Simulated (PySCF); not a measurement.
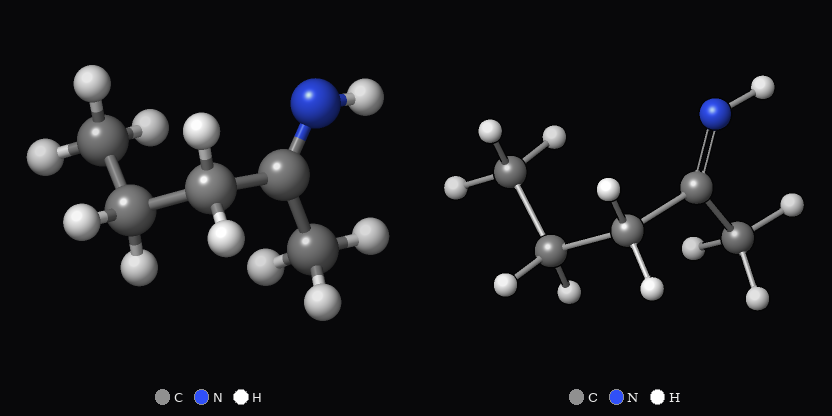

Two views of one molecule.

The geometry was computed by an optimisation with GFN2-xTB. No frequency run is at hand to confirm it as a minimum.

Identify the structure.

It has 17 atoms: 5 carbon, 11 hydrogen and 1 nitrogen (C5H11N). As SMILES it reads `[H]/N=C(\C)CCC`. It has no ring. Among its groups: imine. This geometry has C1 symmetry. Coordination: 4 C tetrahedral; 1 C trigonal planar; 1 N bent.

More results for the same structure follow; atom numbers are the same in all pictures, views and colours differ.

## Geometry

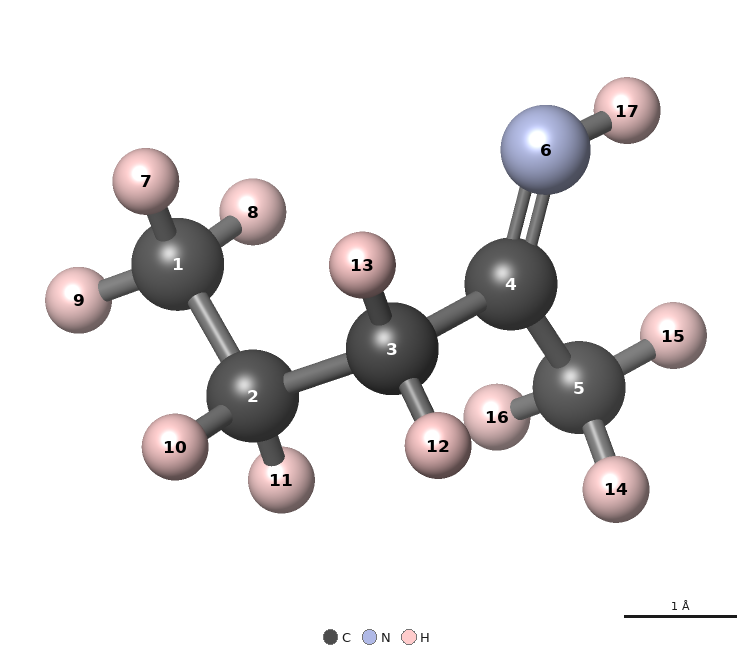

Numbered structure. No frequency run is at hand to confirm it as a minimum.

List the bonds and their lengths.

| bond | length (Å) | order |
| --- | --- | --- |
| C1–C2 | 1.523 | single |
| C1–H7 | 1.087 | single |
| C1–H8 | 1.087 | single |
| C1–H9 | 1.088 | single |
| C2–C3 | 1.533 | single |
| C2–H10 | 1.092 | single |
| C2–H11 | 1.092 | single |
| C3–C4 | 1.503 | single |
| C3–H12 | 1.093 | single |
| C3–H13 | 1.091 | single |
| C4–C5 | 1.505 | single |
| C4–N6 | 1.258 | double |
| C5–H14 | 1.089 | single |
| C5–H15 | 1.089 | single |
| C5–H16 | 1.089 | single |
| N6–H17 | 1.019 | single |

## Dipole moment

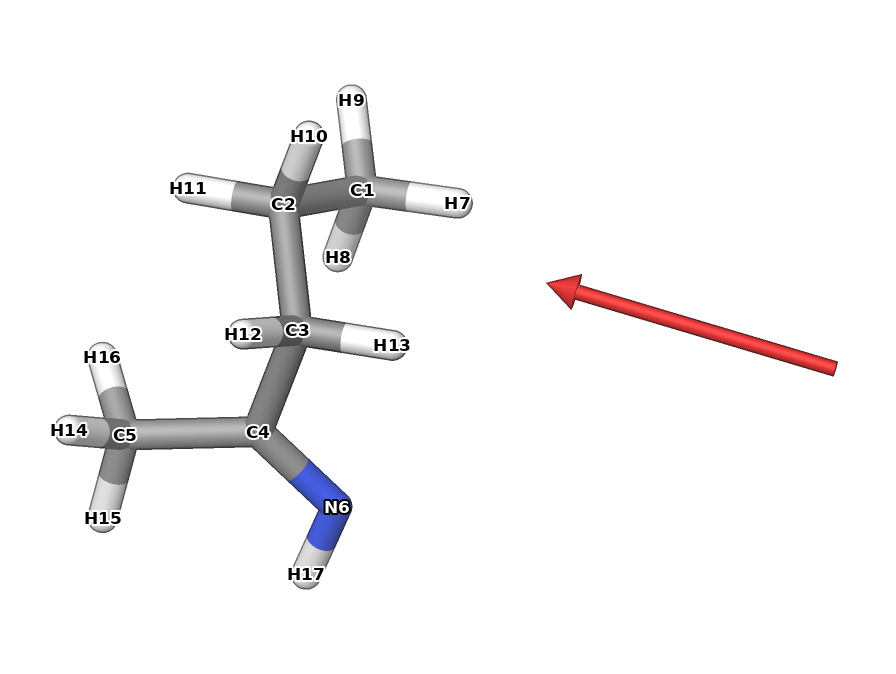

The arrow beside the molecule shows the direction of the dipole moment, from the negative to the positive end (its length means nothing). No frequency run is at hand to confirm it as a minimum. Method: B3LYP/pcJ-1, gas phase (PySCF 2.14.0).

How large is the dipole moment?

2.20 D; it points from the side of H7, H13 to the side of H14, H16 (the outermost atoms at the two ends).

## Spin–spin coupling

No frequency run is at hand to confirm it as a minimum. Properties computed with B3LYP/pcJ-1 indirect spin-spin coupling, non-relativistic, gas phase (PySCF 2.14.0). Isotopes: 13C, 1H, 15N.

Give the spin–spin coupling constants of these pairs, with the number of bonds between them: N6/H17, C2/N6, N6/H13, N6/H14, N6/H15.

```tsv
pair	bonds apart	J (Hz)
N6, H17	1	−51.3
C2, N6	3	−1.3
N6, H13	3	−3.2
N6, H14	3	−1.3
N6, H15	3	−0.7
```

## Quadrupole coupling

No frequency run is at hand to confirm it as a minimum. Electric field gradients from the ground-state density, B3LYP/pcJ-1 (PySCF 2.14.0), non-relativistic apart from any core potentials.

Give the largest field-gradient component, the quadrupole coupling constant and the asymmetry for 14N at N6 (Q = 20.44 mb), 2H at H7 (Q = 2.86 mb), 2H at H8 (Q = 2.86 mb), 2H at H9 (Q = 2.86 mb), 2H at H10 (Q = 2.86 mb).

| atom | V_zz (a.u.) | e²qQ/h (MHz) | η |
| --- | --- | --- | --- |
| N6 | −1.002 | −4.81 | 0.27 |
| H7 | 0.305 | 0.205 | 0.03 |
| H8 | 0.303 | 0.204 | 0.04 |
| H9 | 0.305 | 0.205 | 0.02 |
| H10 | 0.293 | 0.197 | 0.02 |
